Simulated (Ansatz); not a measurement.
# Meshes and cutoff for the phonons of Rb (Im-3m, 1 atom in the cell), part 2 of 3

Wanted: convergence of the phonons of Rb (Im-3m, 1 atom in the cell) against cost.

Ansatz 0.2.0; DFT PBEsol, scalar-relativistic, plane waves, PAW.

So far, highest frequency on the path or at a solved wavevector (cm⁻¹): step 3 (the dispersion) 49.4; step 4 (q mesh 2×2×2) 49.4. The relaxed cell has a = 5.569 Å (conventional setting).

The database entry behind the starting cell lists a temperature near 78 K, so it need not match the best structure at ambient conditions.

## (8) Another k mesh, k-mesh 4×4×4, q mesh 2×2×2

The k mesh is changed to 4×4×4 on a small fixed q mesh, to find the coarsest that serves.

Contents of input.yaml:

```yaml
crystal:
  lattice:
    - [-2.7847293308, 2.7847293308, 2.7847293308]
    - [2.7847293308, -2.7847293308, 2.7847293308]
    - [2.7847293308, 2.7847293308, -2.7847293308]
  atoms:
    - { symbol: Rb, position: [0.0, 0.0, 0.0] }
kpoints:
  mp_grid: { grid: [4, 4, 4] }
hamiltonian:
  xc: pbesol
scf:
  occupations: { method: methfessel_paxton, width: 0.15 }
output:
  eigenvalues: true
phonons:
  method: dfpt
  qmesh: [2, 2, 2]
  temperatures: { t_max: 1000, t_step: 50 }
  qpath:
    path:
      - [[0.0, 0.0, 0.0], [0.5, -0.5, 0.5], [0.0, 0.0, 0.5], [0.0, 0.0, 0.0], [0.25, 0.25, 0.25], [0.5, -0.5, 0.5]]
      - [[0.25, 0.25, 0.25], [0.0, 0.0, 0.5]]
    npoints: 10
```

Started as:

```
ansatz run input.yaml --threads 4 --pin off --max-ram 7168MiB --backend cpu --events-out ev --progress --plain --runs-dir out
```

Numbers of over 12 decimals in the logs are rounded to 6 here.

What it wrote:

```text
[...]
Crystal: 1 atoms, lattice volume = 86.379 Å³
Basis set: ecut = 420 eV, 1721 PW (Γ), exchange–correlation on 72×72×72 points (8 copies of the dense FFT grid, shifted against one another)
Bands: 9, of which v1, the nominal top of the filled ones, is band 5 counted from 1 (4 counted from 0)
Symmetry: 48 space group operations
k-points: 8 of 64
[...]
SCF iter   1: F=—  HF=-3216.931690 eV  |F-HF|=—  |Δ(HF+E_count)|=         —  Δρ=6.11e-4  dr2=1.29e-4  ethr=1.77e-3  ⟨swp⟩=7.0  Hψ=578  notcnv=0
[...]
SCF iter   6: F=-3216.931802 eV  HF=-3216.931802 eV  |F-HF|=5.00e-12  |Δ(HF+E_count)|=  5.43e-10  S|Δr|=    0.00e0  Δρ=1.12e-7  dr2=7.52e-12  ethr=1.00e-12  ⟨swp⟩=7.0  Hψ=473  notcnv=0
SCF 1 converged in 6 iterations: F = -3216.931802 eV  dr2 = 7.52e-12
[...]
SCF converged after 6 iterations
[...]
Free energy (F): -3216.931802 eV
[...]
Internal energy: -3216.917430 eV  (E = F + TS)
E sigma→0 (E₀):  -3216.928209 eV
Entropy (-TS):   -0.014372 eV (-14.372 meV/atom)
Fermi energy:    2.084451 eV
[...]
--- Band table (eV; the first three rows and the last of 8) ---
[...]
ASR residual: 1.059e-4 → 0.000e0 eV/Å²; symmetrization residual: 5.921e-16 eV/Å²
  ASR residual per site (eV/Å²): 1.06e-4
  Γ frequencies (cm⁻¹): 0.00 0.00 0.00
--- Phonons (arbitrary-q DFPT): 3 irreducible q on the 2×2×2 mesh ---
[...]
interpolated dispersion: 62 rows × 3 modes
[...]
zero-point energy: 0.005340 eV/cell   skipped modes (ω ≤ 0): 13, of them read as no rigid motion or as one in doubt: 10 (4.541e-2 modes/cell left out, lowest -6.65 cm⁻¹)   left out of the sums: 1.54e-2 of the cell's modes: C_V's classical limit lies that fraction below 3 k_B per atom; for a crystal, a wire or a layer, F and S can be off by more, and a phonons.interpolated_qmesh denser along its periods is the remedy for the sampling
```

It took 2.1 s on 4 threads of Arm Neoverse V2, shared host; peak memory 0.45 GiB.

The run finished; it serves as a test, and its numbers are not taken as the result.

## (9) Another k mesh, k-mesh 6×6×6, q mesh 2×2×2

The k mesh is changed to 6×6×6 on a small fixed q mesh, to find the coarsest that serves.

Changes to input.yaml since step 8:

```diff
@@ -8,3 +8,3 @@
 kpoints:
-  mp_grid: { grid: [4, 4, 4] }
+  mp_grid: { grid: [6, 6, 6] }
 hamiltonian:
```

What it wrote:

```text
[...]
Crystal: 1 atoms, lattice volume = 86.379 Å³
Basis set: ecut = 420 eV, 1721 PW (Γ), exchange–correlation on 72×72×72 points (8 copies of the dense FFT grid, shifted against one another)
Bands: 9, of which v1, the nominal top of the filled ones, is band 5 counted from 1 (4 counted from 0)
Symmetry: 48 space group operations
k-points: 16 of 216
[...]
SCF iter   1: F=—  HF=-3216.976316 eV  |F-HF|=—  |Δ(HF+E_count)|=         —  Δρ=6.17e-4  dr2=1.17e-4  ethr=1.77e-3  ⟨swp⟩=6.9  Hψ=1169  notcnv=0
[...]
SCF iter   7: F=-3216.976956 eV  HF=-3216.976956 eV  |F-HF|=0.00e0  |Δ(HF+E_count)|=  7.73e-12  S|Δr|=    0.00e0  Δρ=5.42e-8  dr2=3.47e-12  ethr=1.00e-12  ⟨swp⟩=7.4  Hψ=777  notcnv=0
SCF 1 converged in 7 iterations: F = -3216.976956 eV  dr2 = 3.47e-12
[...]
SCF converged after 7 iterations
[...]
Free energy (F): -3216.976956 eV
[...]
Internal energy: -3216.969094 eV  (E = F + TS)
E sigma→0 (E₀):  -3216.974991 eV
Entropy (-TS):   -0.007862 eV (-7.862 meV/atom)
Fermi energy:    2.109133 eV
[...]
--- Band table (eV; the first three rows and the last of 16) ---
[...]
ASR residual: 6.061e-5 → 0.000e0 eV/Å²; symmetrization residual: 7.217e-16 eV/Å²
  ASR residual per site (eV/Å²): 6.06e-5
  Γ frequencies (cm⁻¹): 0.00 0.00 0.00
--- Phonons (arbitrary-q DFPT): 3 irreducible q on the 2×2×2 mesh ---
[...]
interpolated dispersion: 62 rows × 3 modes
[...]
```

Elapsed: 3.5 s, on 4 threads; peak memory 0.51 GiB; 12 s of CPU time.

The run finished; it serves as a test, and its numbers are not taken as the result.

## (10) Another k mesh, k-mesh 8×8×8, q mesh 2×2×2

The k mesh is changed to 8×8×8 on a small fixed q mesh, to find the coarsest that serves.

Changes to input.yaml since step 9:

```diff
@@ -8,3 +8,3 @@
 kpoints:
-  mp_grid: { grid: [6, 6, 6] }
+  mp_grid: { grid: [8, 8, 8] }
 hamiltonian:
```

What it wrote:

```text
[...]
Crystal: 1 atoms, lattice volume = 86.379 Å³
Basis set: ecut = 420 eV, 1721 PW (Γ), exchange–correlation on 72×72×72 points (8 copies of the dense FFT grid, shifted against one another)
Bands: 9, of which v1, the nominal top of the filled ones, is band 5 counted from 1 (4 counted from 0)
Symmetry: 48 space group operations
k-points: 29 of 512
[...]
E sigma→0 (E₀):  -3216.985616 eV
Entropy (-TS):   -0.003257 eV (-3.257 meV/atom)
Fermi energy:    2.119520 eV
[...]
--- Band table (eV; the first three rows and the last of 29) ---
[...]
ASR residual: 6.735e-5 → 0.000e0 eV/Å²; symmetrization residual: 8.326e-16 eV/Å²
  ASR residual per site (eV/Å²): 6.74e-5
  Γ frequencies (cm⁻¹): 0.00 0.00 0.00
--- Phonons (arbitrary-q DFPT): 3 irreducible q on the 2×2×2 mesh ---
[...]
interpolated dispersion: 62 rows × 3 modes
[...]
[key lines of the parts left out:]
SCF converged after 7 iterations
Free energy (F): -3216.986431 eV
```

Wall time 5.9 s (4 threads); peak memory 0.64 GiB; 22 s of CPU time.

Frequencies (cm⁻¹) solved at each irreducible wavevector; negative means imaginary. Frequencies by wavevector, by row:

```
q in reciprocal lattice units  star  mode 1  mode 2  mode 3
                        0 0 0     1       0       0       0
                     0 0 -0.5     6       8    30.4    48.9
               -0.5 -0.5 -0.5     1    45.7    45.7    45.7
```

Against step 4 (now k-mesh 8×8×8), the highest frequency on the path or at a solved wavevector goes from 49.4 to 48.9 cm⁻¹, the lowest mode on the q mesh (acoustic modes at Γ apart) goes from 8.75 cm⁻¹ to 8.02 cm⁻¹ and the logarithmic mean frequency goes from 28.7 cm⁻¹ to 28.4 cm⁻¹. The highest frequency on the path or at a solved wavevector moves by under 1 % between these two settings.

## (11) Another k mesh, q mesh 2×2×2

The k mesh is changed to 12×12×12 on a small fixed q mesh, to find the coarsest that serves.

Changes to input.yaml since step 10:

```diff
@@ -8,3 +8,3 @@
 kpoints:
-  mp_grid: { grid: [8, 8, 8] }
+  mp_grid: { grid: [12, 12, 12] }
 hamiltonian:
```

What it wrote:

```text
[...]
Crystal: 1 atoms, lattice volume = 86.379 Å³
Basis set: ecut = 420 eV, 1721 PW (Γ), exchange–correlation on 72×72×72 points (8 copies of the dense FFT grid, shifted against one another)
Bands: 9, of which v1, the nominal top of the filled ones, is band 5 counted from 1 (4 counted from 0)
Symmetry: 48 space group operations
k-points: 72 of 1728
[...]
E sigma→0 (E₀):  -3216.991018 eV
Entropy (-TS):   -0.001124 eV (-1.124 meV/atom)
Fermi energy:    2.085429 eV
[...]
--- Band table (eV; the first three rows and the last of 72) ---
[...]
ASR residual: 1.102e-5 → 0.000e0 eV/Å²; symmetrization residual: 2.220e-16 eV/Å²
  ASR residual per site (eV/Å²): 1.10e-5
  Γ frequencies (cm⁻¹): 0.00 0.00 0.00
--- Phonons (arbitrary-q DFPT): 3 irreducible q on the 2×2×2 mesh ---
[...]
interpolated dispersion: 62 rows × 3 modes
[...]
[key lines of the parts left out:]
SCF converged after 9 iterations
Free energy (F): -3216.991299 eV
```

The job ended after 15 s (4 threads; peak memory 1 GiB).

## (12) Another k mesh, k-mesh 18×18×18, q mesh 2×2×2

The k mesh is changed to 18×18×18 on a small fixed q mesh, to find the coarsest that serves.

Changes to input.yaml since step 11:

```diff
@@ -8,3 +8,3 @@
 kpoints:
-  mp_grid: { grid: [12, 12, 12] }
+  mp_grid: { grid: [18, 18, 18] }
 hamiltonian:
```

What it wrote:

```text
[...]
Crystal: 1 atoms, lattice volume = 86.379 Å³
Basis set: ecut = 420 eV, 1721 PW (Γ), exchange–correlation on 72×72×72 points (8 copies of the dense FFT grid, shifted against one another)
Bands: 9, of which v1, the nominal top of the filled ones, is band 5 counted from 1 (4 counted from 0)
Symmetry: 48 space group operations
k-points: 195 of 5832
[...]
E sigma→0 (E₀):  -3216.992591 eV
Entropy (-TS):   0.000182 eV (0.182 meV/atom)
Fermi energy:    2.099407 eV
[...]
--- Band table (eV; the first three rows and the last of 195) ---
[...]
ASR residual: 4.206e-6 → 0.000e0 eV/Å²; symmetrization residual: 2.313e-16 eV/Å²
  ASR residual per site (eV/Å²): 4.21e-6
  Γ frequencies (cm⁻¹): 0.00 0.00 0.00
--- Phonons (arbitrary-q DFPT): 3 irreducible q on the 2×2×2 mesh ---
[...]
interpolated dispersion: 62 rows × 3 modes
[...]
[key lines of the parts left out:]
SCF converged after 9 iterations
Free energy (F): -3216.992545 eV
```

The job ended after 45 s (4 threads; peak memory 2.4 GiB; 2.9 min of CPU time).

Against step 4 (now k-mesh 18×18×18), the lowest mode on the q mesh (acoustic modes at Γ apart) goes from 8.75 cm⁻¹ to 9.01 cm⁻¹ and the Debye temperature (second moment) goes from 62 K to 63 K.

## (13) Comparing the runs

Times are for 4 threads of Arm Neoverse V2, shared host. The series side by side:

```
no.    k-mesh  lowest mode on the q mesh (acoustic modes at Γ apart) (cm⁻¹)  highest frequency on the path or at a solved wavevector (cm⁻¹)   time  memory (GiB)
  1     8×8×8                                                          8.02                                                           48.94  5.9 s          0.64
  2  12×12×12                                                          8.75                                                           49.43   15 s           1.0
  3  18×18×18                                                          9.01                                                            49.6   45 s           2.4
```

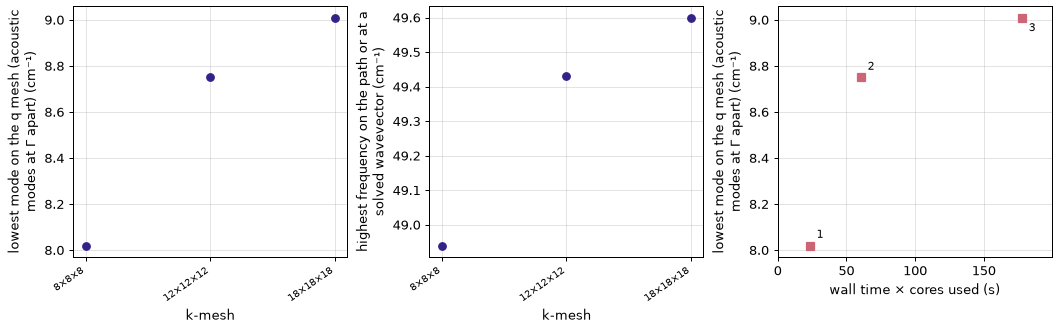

The series as plots; the last panel sets the first result against cost, with the runs numbered as in the table.

The phonon density of states has structure finer than the step of the table below, so its rows give means over 5 cm⁻¹, whole bins alone (the curve runs from 0.5 to 49.5 cm⁻¹). Peaks (cm⁻¹: height): 8×8×8 31.5: 0.0984, 45.5: 0.185; 12×12×12 31.5: 0.0980, 45.5: 0.168; 18×18×18 31.5: 0.0980, 46.5: 0.168.

The runs together. The phonon density of states by wavenumber; means over each step; values in 1/cm⁻¹/cell:

```
wavenumber (cm⁻¹)    8×8×8  12×12×12  18×18×18
                5  0.00607   0.00522   0.00497
               10   0.0341    0.0319    0.0310
               15   0.0547    0.0535    0.0531
               20   0.0688    0.0699    0.0702
               25   0.0587    0.0586    0.0587
               30   0.0835    0.0815    0.0809
               35   0.0775    0.0788    0.0792
               40   0.0725    0.0700    0.0695
               45    0.131     0.131     0.130
```

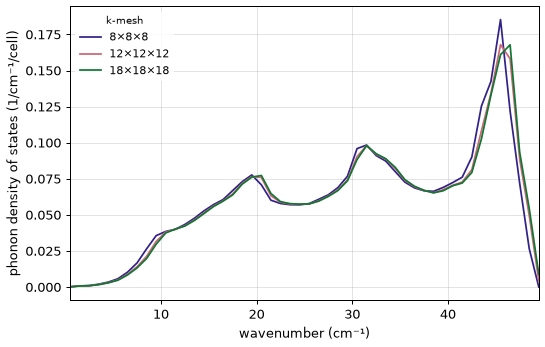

Phonon density of states against wavenumber.

The runs together, line C_V. C_V, 8×8×8 = 12×12×12 = 18×18×18 against temperature:

```
temperature (K)  C_V, 8×8×8 = 12×12×12 = 18×18×18 (J/mol-atom/K)
              0                                                0
             50                                             23.1
            100                                             24.5
            150                                             24.7
            200                                             24.8
            250                                             24.9
            300                                             24.9
            350                                             24.9
            400                                             24.9
            450                                             24.9
            500                                             24.9
            550                                             24.9
            600                                             24.9
            650                                             24.9
            700                                             24.9
            750                                             24.9
            800                                             24.9
            850                                             24.9
            900                                             24.9
            950                                             24.9
           1000                                             24.9
```

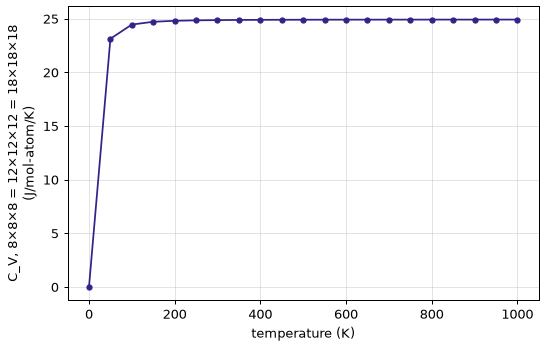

C_V, 8×8×8 = 12×12×12 = 18×18×18 against temperature.

## (14) Another cutoff, cutoff 170 eV, q mesh 2×2×2

The cutoff is set to 170 eV on a small fixed q mesh.

Changes to input.yaml since step 12:

```diff
@@ -8,3 +8,3 @@
 kpoints:
-  mp_grid: { grid: [18, 18, 18] }
+  mp_grid: { grid: [12, 12, 12] }
 hamiltonian:
@@ -24 +24,3 @@
     npoints: 10
+basis:
+  ecutwfc: 170
```

What it wrote:

```text
Warning: basis.ecutwfc = 170 eV is below the records' recommended 420 eV, and the density's cutoff is lower with it unless basis.ecutrho_ratio is high enough to keep the records' density cutoff: compare with a run at a higher cutoff
[...]
Crystal: 1 atoms, lattice volume = 86.379 Å³
Basis set: ecut = 170 eV, 429 PW (Γ), exchange–correlation on 48×48×48 points (8 copies of the dense FFT grid, shifted against one another)
Bands: 9, of which v1, the nominal top of the filled ones, is band 5 counted from 1 (4 counted from 0)
Symmetry: 48 space group operations
k-points: 72 of 1728
[...]
SCF iter   1: F=—  HF=-3216.533402 eV  |F-HF|=—  |Δ(HF+E_count)|=         —  Δρ=8.81e-3  dr2=2.71e-2  ethr=1.77e-3  ⟨swp⟩=6.0  Hψ=4335  notcnv=0
[...]
SCF iter   8: F=-3216.533215 eV  HF=-3216.533215 eV  |F-HF|=8.19e-12  |Δ(HF+E_count)|=  2.75e-10  S|Δr|=    0.00e0  Δρ=7.37e-8  dr2=5.13e-12  ethr=1.00e-12  ⟨swp⟩=6.2  Hψ=2503  notcnv=0
SCF 1 converged in 8 iterations: F = -3216.533215 eV  dr2 = 5.13e-12
[...]
SCF converged after 8 iterations
[...]
Free energy (F): -3216.533215 eV
[...]
Internal energy: -3216.532079 eV  (E = F + TS)
E sigma→0 (E₀):  -3216.532931 eV
Entropy (-TS):   -0.001136 eV (-1.136 meV/atom)
Fermi energy:    2.095140 eV
[...]
--- Band table (eV; the first three rows and the last of 72) ---
[...]
ASR residual: 1.772e-4 → 0.000e0 eV/Å²; symmetrization residual: 1.243e-14 eV/Å²
  ASR residual per site (eV/Å²): 1.77e-4
  Γ frequencies (cm⁻¹): 0.00 0.00 0.00
--- Phonons (arbitrary-q DFPT): 3 irreducible q on the 2×2×2 mesh ---
[...]
interpolated dispersion: 62 rows × 3 modes
[...]
```

It took 4.9 s on 4 threads; peak memory 0.49 GiB; 17 s of CPU time.

The run finished; it serves as a test, and its numbers are not taken as the result.

## (15) Another cutoff, cutoff 230 eV, q mesh 2×2×2

The cutoff is set to 230 eV on a small fixed q mesh.

Changes to input.yaml since step 14:

```diff
@@ -25,2 +25,2 @@
 basis:
-  ecutwfc: 170
+  ecutwfc: 230
```

What it wrote:

```text
[...]
Crystal: 1 atoms, lattice volume = 86.379 Å³
Basis set: ecut = 230 eV, 675 PW (Γ), exchange–correlation on 48×48×48 points (8 copies of the dense FFT grid, shifted against one another)
Bands: 9, of which v1, the nominal top of the filled ones, is band 5 counted from 1 (4 counted from 0)
Symmetry: 48 space group operations
k-points: 72 of 1728
[...]
SCF iter   1: F=—  HF=-3216.962565 eV  |F-HF|=—  |Δ(HF+E_count)|=         —  Δρ=1.01e-3  dr2=1.92e-4  ethr=1.77e-3  ⟨swp⟩=5.9  Hψ=4408  notcnv=0
[...]
SCF iter   9: F=-3216.963201 eV  HF=-3216.963201 eV  |F-HF|=1.36e-12  |Δ(HF+E_count)|=  8.19e-12  S|Δr|=    0.00e0  Δρ=4.15e-8  dr2=2.11e-12  ethr=1.00e-12  ⟨swp⟩=5.0  Hψ=2940  notcnv=0
SCF 1 converged in 9 iterations: F = -3216.963201 eV  dr2 = 2.11e-12
[...]
SCF converged after 9 iterations
[...]
Free energy (F): -3216.963201 eV
[...]
Internal energy: -3216.962074 eV  (E = F + TS)
E sigma→0 (E₀):  -3216.962919 eV
Entropy (-TS):   -0.001128 eV (-1.128 meV/atom)
Fermi energy:    2.088340 eV
[...]
--- Band table (eV; the first three rows and the last of 72) ---
[...]
ASR residual: 1.218e-4 → 0.000e0 eV/Å²; symmetrization residual: 1.545e-15 eV/Å²
  ASR residual per site (eV/Å²): 1.22e-4
  Γ frequencies (cm⁻¹): 0.00 0.00 0.00
--- Phonons (arbitrary-q DFPT): 3 irreducible q on the 2×2×2 mesh ---
[...]
interpolated dispersion: 62 rows × 3 modes
[...]
```

It took 5.4 s on 4 threads; peak memory 0.56 GiB; 19 s of CPU time.

The run finished; it serves as a test, and its numbers are not taken as the result.

[end of part 2 of 3]

[Logs are printed without paths, hosts, clocks, repeated set-up lines and the standing remarks that a program may print on its own settings, such as how far it seeks lower states.]

[Hosts, paths, dates, database ids (printed as entryN), source tags and the programs' standing remarks are cut or masked in the printed files.]
